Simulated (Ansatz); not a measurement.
**Run report: GaH2Cl2F, geometry relaxation**

GaH2Cl2F, computed with RHF/def2-SVP (Ansatz 0.2.0).

The input holds or restrains some coordinates. Figures and captions count atoms from 1; the log counts them from 0 in places.

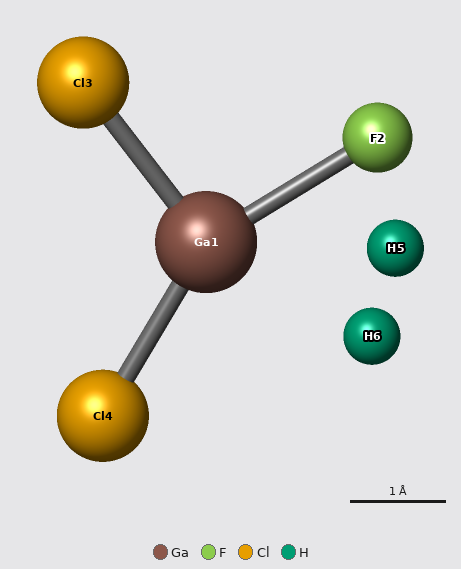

The structure as given in the input (ball-and-stick view, seen at a tilt; atoms are numbered from 1 in the order of the input). Sticks mark near contacts.

## Key numbers

| quantity | value |
| --- | --- |
| outcome | converged under the restraints of the input |
| total energy | −80063.9088 eV |
| mean-field energy | −80063.9088 eV |
| largest force (length of the vector) at the end, held atoms and coordinates included | 2.623 eV/Å |
| hardware | 1 thread of Intel Xeon @ 2.70GHz, 189 GiB of memory available, shared host |
| wall time | 56 s |
| peak memory | 0.2 GiB |

## The input
```yaml
crystal:
  periodic: [false, false, false]
  atoms:
    - { symbol: Ga, position_ang: [-0.071867, -0.374339, -0.363661] }
    - { symbol: F, position_ang: [1.325848, 0.609751, 0.903872] }
    - { symbol: Cl, position_ang: [1.353138, -1.748477, -1.188294] }
    - { symbol: Cl, position_ang: [-2.046556, -0.630219, -1.192976] }
    - { symbol: H, position_ang: [0.200259, 1.038901, 1.014966] }
    - { symbol: H, position_ang: [-0.760822, 1.104382, 0.826093] }
basis:
  gaussian: { orbitals: def2-SVP }
hamiltonian:
  xc: hf
output:
  forces: true
relax:
  f_tol: 0.02
  max_steps: 120
  constraints:
    - { distance: [0, 5] }
    - { distance: [1, 4] }
    - { distance: [0, 1] }
    - { distance: [4, 5] }
  escape_saddle: false
```

Command:
```bash
ansatz run input.yaml --threads 1 --pin off --max-ram 2560MiB --backend cpu --events-out ev --progress --plain --runs-dir out
```

## What the program printed
```
The last accepted step is kept in [file] (removed where the run ends without a failure and the disk answers)
Engine: ansatz 0.2.0, x86_64-unknown-linux-gnu
Functional definition: HF
  exchange = exact_x
  correlation = 0
923 factors; integrals over basis functions are off by at most 3.9e-4 eV
mean field evaluation 1: about -80060.7033 eV, gradient 3.2e1 eV
mean field evaluation 2: about -80060.7263 eV, gradient 3.2e1 eV
mean field evaluation 4: about -80063.0921 eV, gradient 2.0e0 eV
mean field evaluation 8: about -80063.1141 eV, gradient 2.5e-4 eV
mean field -80063.11410801 eV, -2942.2651747415 hartree, gradient 2.4e-5 eV, S^2 0.000000; 0 other end points of the search recorded, 0 dependent functions left out
the calculation of the forces begins
reference -80063.11410801 eV, -2942.2651747415 hartree; 38, 38 occupied and 54, 54 virtual orbitals, 923 factors
relax step   1: F+E_penalty+E_count = -80063.11410801 eV  Δ(F+E_penalty+E_count) = +0.000e0 eV  max|allowed force component| = 2.701e-1 eV/Å  Δτ_max = 0.0000 Å  (34 SCF iters, accepted)
  distance Ga 0 - H 5 held at 2.019106 Å   reaction = +6.2877e-1 eV/Å
  distance F 1 - H 4 held at 1.209736 Å   reaction = +1.7430e-1 eV/Å
  distance Ga 0 - F 1 held at 2.128070 Å   reaction = +1.3193e0 eV/Å
  distance H 4 - H 5 held at 0.981650 Å   reaction = +4.1231e-1 eV/Å
these checks for a lower state are left out or cut short: starts, cluster_reference, orbital_swaps, neighbouring_geometries, increment
923 factors; integrals over basis functions are off by at most 3.9e-4 eV
mean field evaluation 16: about -80063.1227 eV, gradient 3.3e-3 eV
mean field -80063.12271490 eV, -2942.2654910388 hartree, gradient 3.9e-5 eV, S^2 0.000000; 0 other end points of the search recorded, 0 dependent functions left out
[... from here on the field's lines of each further geometry are left out, up to the last ...]
relax step   2: F+E_penalty+E_count = -80063.12271490 eV  Δ(F+E_penalty+E_count) = -8.607e-3 eV  max|allowed force component| = 4.879e-2 eV/Å  Δτ_max = 0.0228 Å  (35 SCF iters, accepted)
relax step   3: F+E_penalty+E_count = -80063.12786936 eV  Δ(F+E_penalty+E_count) = -5.154e-3 eV  max|allowed force component| = 1.009e-1 eV/Å  Δτ_max = 0.0440 Å  (35 SCF iters, accepted)
relax step   4: F+E_penalty+E_count = -80063.21079903 eV  Δ(F+E_penalty+E_count) = -8.293e-2 eV  max|allowed force component| = 2.304e-1 eV/Å  Δτ_max = 0.2006 Å  (33 SCF iters, accepted)
relax step   5: F+E_penalty+E_count = -80063.36401792 eV  Δ(F+E_penalty+E_count) = -1.532e-1 eV  max|allowed force component| = 3.173e-1 eV/Å  Δτ_max = 0.2004 Å  (33 SCF iters, accepted)
relax step   6: F+E_penalty+E_count = -80063.54708783 eV  Δ(F+E_penalty+E_count) = -1.831e-1 eV  max|allowed force component| = 3.006e-1 eV/Å  Δτ_max = 0.1957 Å  (33 SCF iters, accepted)
relax step   7: F+E_penalty+E_count = -80063.72521718 eV  Δ(F+E_penalty+E_count) = -1.781e-1 eV  max|allowed force component| = 2.725e-1 eV/Å  Δτ_max = 0.1983 Å  (33 SCF iters, accepted)
relax step   8: F+E_penalty+E_count = -80063.85674394 eV  Δ(F+E_penalty+E_count) = -1.315e-1 eV  max|allowed force component| = 1.510e-1 eV/Å  Δτ_max = 0.2004 Å  (33 SCF iters, accepted)
relax step   9: F+E_penalty+E_count = -80063.90810211 eV  Δ(F+E_penalty+E_count) = -5.136e-2 eV  max|allowed force component| = 2.015e-2 eV/Å  Δτ_max = 0.1757 Å  (32 SCF iters, accepted)
the calculation of the forces begins
reference -80063.90878301 eV, -2942.2943785092 hartree; 38, 38 occupied and 54, 54 virtual orbitals, 923 factors
relax step  10: F+E_penalty+E_count = -80063.90878301 eV  Δ(F+E_penalty+E_count) = -6.809e-4 eV  max|allowed force component| = 2.446e-3 eV/Å  Δτ_max = 0.0179 Å  (36 SCF iters, accepted)
```

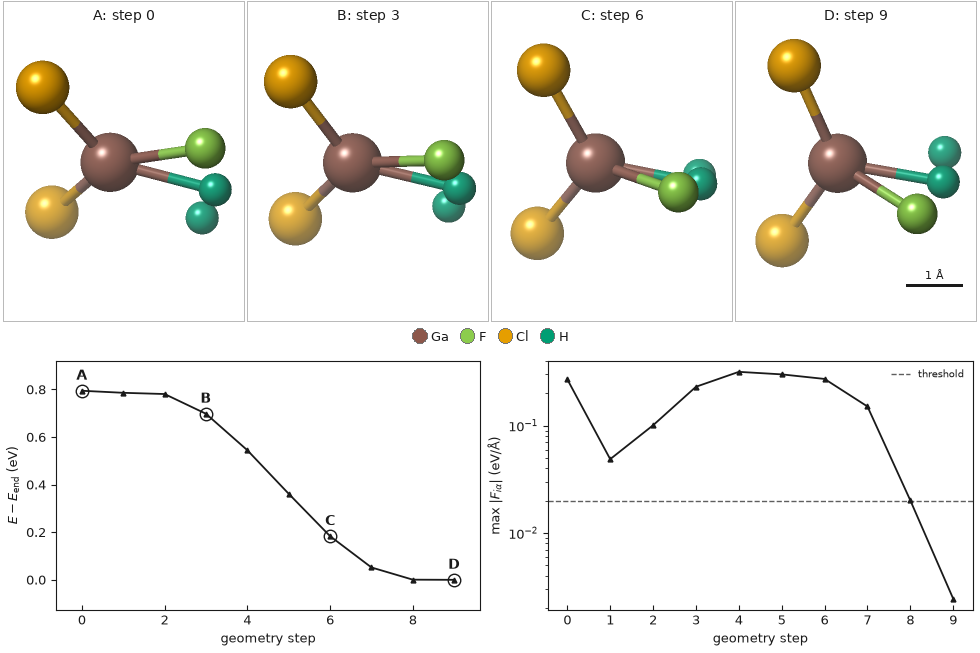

Frames of the restrained relaxation (ball-and-stick view, seen at a tilt) above the curves, on which the letters mark them (the first geometry is step 0 here and step 1 in the log).

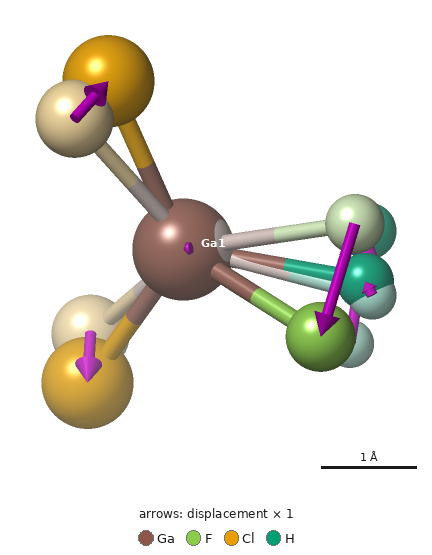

Start (faint) and end (solid) with the displacements as pink arrows, at true length (ball-and-stick view, seen at a tilt). The two geometries are laid on each other by the best rigid fit. The largest move after the best rigid fit is that of F2, 1.24 Å. By element the largest moves are F 1.24 Å, H 1.20 Å, Cl 0.65 Å, Ga 0.09 Å. Among the contacts that change: Ga1–Cl4 2.157 → 2.116 Å, Ga1–Cl3 2.145 → 2.116 Å, Ga1–H5 1.993 → 1.971 Å. Among the angles that change: F2–Ga1–Cl4 152.3° → 112.3°, F2–Ga1–Cl3 95.1° → 112.2°, Cl3–Ga1–Cl4 112.6° → 127.5°. The energy falls by 0.795 eV in 9 geometry steps. Largest force component: 0.27 eV/Å at the start, 0.0024 eV/Å at the end. (Atoms are counted from 1 in the order of the input.)

```
  distance Ga 0 - H 5 held at 2.019106 Å   reaction = +1.1700e0 eV/Å
  distance F 1 - H 4 held at 1.209736 Å   reaction = -1.7110e-1 eV/Å
  distance Ga 0 - F 1 held at 2.128070 Å   reaction = +1.8669e0 eV/Å
  distance H 4 - H 5 held at 0.981650 Å   reaction = -1.3403e-1 eV/Å
923 factors; integrals over basis functions are off by at most 3.7e-4 eV
mean field -80063.90878301 eV, -2942.2943785092 hartree, gradient 4.1e-5 eV, S^2 0.000000; 1 other end points of the search recorded, 0 dependent functions left out
the calculation of the forces begins
reference -80063.90878301 eV, -2942.2943785092 hartree; 38, 38 occupied and 54, 54 virtual orbitals, 923 factors
Total energy: -80063.90878301 eV, -2942.2943785092 hartree
Atom 0 at    -0.120336    -0.408064    -0.432728 Å, force     0.739789     1.942385     1.599305 eV/Å
Atom 1 at     0.887243     1.378087     0.135714 Å, force    -0.791553    -1.494718    -0.624195 eV/Å
Atom 2 at     1.192353    -2.063146    -0.550815 Å, force    -0.001337     0.000406    -0.000035 eV/Å
Atom 3 at    -1.818789    -0.024480    -1.634651 Å, force     0.001797    -0.000031    -0.000715 eV/Å
Atom 4 at     0.227996     0.878850     1.018673 Å, force    -0.012235     0.014615     0.061663 eV/Å
Atom 5 at    -0.368466     0.238752     1.463808 Å, force     0.063539    -0.462657    -1.036022 eV/Å
Dipole moment:    -0.186908    -0.231972     0.081072 e Å
```

## Trajectory as extended XYZ (Å, eV, eV/Å), 10 frames, from step=1 to step=10
```
6
Properties=species:S:1:pos:R:3:forces:R:3 step=1 energy=-80063.11411
Ga   -0.0719   -0.3743   -0.3637    0.6327   0.9284   1.0159
F     1.3258    0.6098    0.9039   -1.1075  -0.6279  -0.8931
Cl    1.3531   -1.7485   -1.1883   -0.2026   0.2129   0.1529
Cl   -2.0466   -0.6302   -1.1930    0.2701   0.0737   0.1298
H     0.2003    1.0389    1.0150   -0.2358   0.0546  -0.0139
H    -0.7608    1.1044    0.8261    0.6431  -0.6418  -0.3916
6
Properties=species:S:1:pos:R:3:forces:R:3 step=2 energy=-80063.12272
Ga   -0.0713   -0.3817   -0.3740    0.6811   1.1762   1.2844
F     1.3227    0.6148    0.8879   -1.0421  -0.5966  -0.8840
Cl    1.3506   -1.7473   -1.1740   -0.0197   0.0093   0.0268
Cl   -2.0377   -0.6136   -1.1886    0.0350   0.0249  -0.0047
H     0.1995    1.0452    1.0171   -0.2810  -0.0631  -0.0736
H    -0.7638    1.0825    0.8316    0.6268  -0.5508  -0.3490
6
Properties=species:S:1:pos:R:3:forces:R:3 step=3 energy=-80063.12787
Ga   -0.0716   -0.3836   -0.3776    0.7096   1.2871   1.3488
F     1.3281    0.6423    0.8540   -1.0345  -0.6199  -0.8516
Cl    1.3464   -1.7574   -1.1538    0.0441  -0.0814  -0.0052
Cl   -2.0304   -0.5941   -1.2001   -0.0552   0.0184  -0.0681
H     0.1963    1.0328    1.0273   -0.2837  -0.0202  -0.1351
H    -0.7688    1.0599    0.8501    0.6198  -0.5839  -0.2890
6
Properties=species:S:1:pos:R:3:forces:R:3 step=4 energy=-80063.21080
Ga   -0.0724   -0.3780   -0.3930    0.7710   1.3736   1.4755
F     1.3353    0.7784    0.7069   -1.0401  -0.6059  -0.9251
Cl    1.3234   -1.8253   -1.0589    0.0548  -0.1535   0.0437
Cl   -2.0022   -0.5053   -1.2785   -0.1138   0.0937  -0.1947
H     0.1956    1.0151    1.0365   -0.2774  -0.1269  -0.0589
H    -0.7797    0.9151    0.9870    0.6055  -0.5811  -0.3404
6
Properties=species:S:1:pos:R:3:forces:R:3 step=5 energy=-80063.36402
Ga   -0.0795   -0.3764   -0.4059    0.8009   1.5126   1.5778
F     1.3077    0.9146    0.5625   -1.0899  -0.6779  -0.9404
Cl    1.3003   -1.8805   -0.9574    0.0675  -0.2027   0.0892
Cl   -1.9749   -0.4168   -1.3565   -0.1255   0.1638  -0.2485
H     0.2009    0.9876    1.0453   -0.2052  -0.1633  -0.0473
H    -0.7544    0.7715    1.1119    0.5521  -0.6325  -0.4307
6
Properties=species:S:1:pos:R:3:forces:R:3 step=6 energy=-80063.54709
Ga   -0.0862   -0.3781   -0.3990    0.7256   1.4202   1.3265
F     1.2510    1.0519    0.4350   -1.1772  -0.9103  -0.9152
Cl    1.2833   -1.9396   -0.8679   -0.1353   0.0453   0.2156
Cl   -1.9502   -0.3272   -1.4357    0.1601   0.1890  -0.0709
H     0.2063    0.9521    1.0367   -0.1130  -0.0182   0.0948
H    -0.7042    0.6408    1.2310    0.5398  -0.7260  -0.6508
6
Properties=species:S:1:pos:R:3:forces:R:3 step=7 energy=-80063.72522
Ga   -0.0958   -0.3908   -0.4035    0.7293   1.6229   1.3766
F     1.1547    1.1751    0.3130   -1.1374  -1.1492  -0.8263
Cl    1.2614   -1.9845   -0.7652   -0.1030   0.0340   0.1930
Cl   -1.9094   -0.2225   -1.5006    0.1152   0.1550  -0.0560
H     0.2129    0.9194    1.0280   -0.0667   0.0605   0.1293
H    -0.6239    0.5032    1.3282    0.4625  -0.7233  -0.8166
6
Properties=species:S:1:pos:R:3:forces:R:3 step=8 energy=-80063.85674
Ga   -0.0967   -0.3869   -0.4334    0.7056   1.7143   1.5849
F     1.0348    1.2925    0.2208   -0.9794  -1.3399  -0.8135
Cl    1.2254   -2.0318   -0.6487   -0.0568   0.0725   0.0888
Cl   -1.8748   -0.1261   -1.5594    0.0923   0.1127  -0.0525
H     0.2193    0.8968    1.0220   -0.0731   0.0007   0.1499
H    -0.5080    0.3556    1.3986    0.3114  -0.5603  -0.9576
6
Properties=species:S:1:pos:R:3:forces:R:3 step=9 energy=-80063.90810
Ga   -0.1172   -0.4049   -0.4310    0.7238   1.9186   1.5848
F     0.9018    1.3727    0.1438   -0.8147  -1.4892  -0.6416
Cl    1.1926   -2.0617   -0.5633    0.0018   0.0079   0.0161
Cl   -1.8228   -0.0377   -1.6294    0.0140   0.0182   0.0030
H     0.2273    0.8814    1.0196   -0.0136   0.0200   0.0752
H    -0.3818    0.2502    1.4604    0.0886  -0.4754  -1.0376
6
Properties=species:S:1:pos:R:3:forces:R:3 step=10 energy=-80063.90878
Ga   -0.1203   -0.4081   -0.4327    0.7398   1.9424   1.5993
F     0.8872    1.3781    0.1357   -0.7916  -1.4947  -0.6242
Cl    1.1924   -2.0631   -0.5508   -0.0013   0.0004   0.0000
Cl   -1.8188   -0.0245   -1.6347    0.0018   0.0000  -0.0007
H     0.2280    0.8789    1.0187   -0.0122   0.0146   0.0617
H    -0.3685    0.2388    1.4638    0.0635  -0.4627  -1.0360
```
